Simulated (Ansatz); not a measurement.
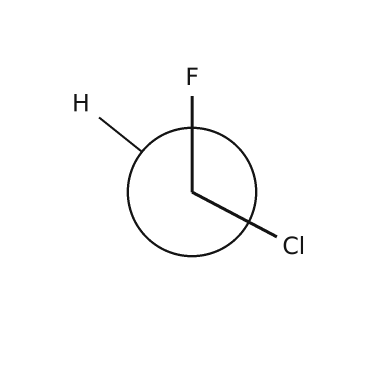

A Newman projection along the Si–O bond, silicon in front; angles are drawn as computed, but eclipsed bonds slightly apart. Charge 0, doublet. Geometry: moved along internal coordinates away from the minimum.

### Which molecule is it?

ClFHOSi, O[Si](F)Cl

### What is the torsion angle from the front Cl to the back H? The sign is positive where the front bond must turn clockwise to cover the back bond.

−169°, antiperiplanar (anti).
